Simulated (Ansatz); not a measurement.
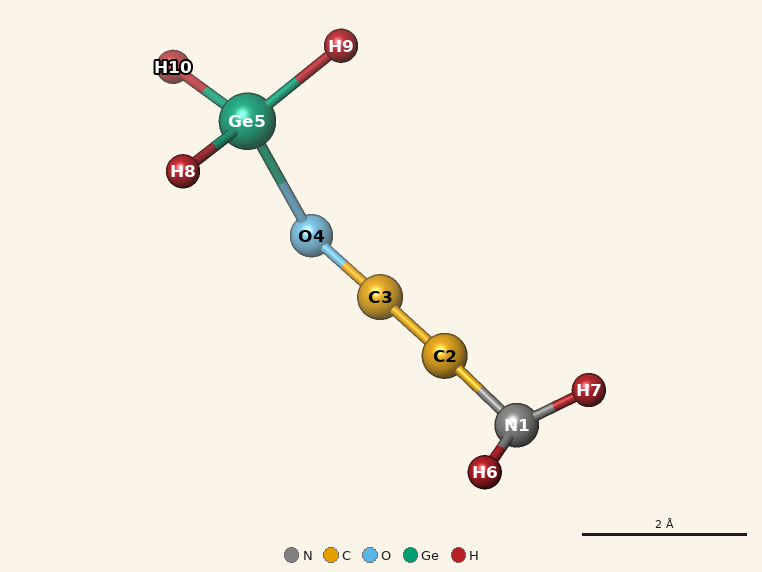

Orthographic view. Distant atoms are faded towards the background colour. The computed structure is the end point of a PBE-D4/def2-SVP optimisation. No frequency run is at hand to confirm it as a minimum.

List the bonded neighbours of every atom.

N1: C2, H6, H7
C2: N1, C3
C3: C2, O4
O4: C3, Ge5
Ge5: O4, H8, H9, H10
H6: N1
H7: N1
H8: Ge5
H9: Ge5
H10: Ge5
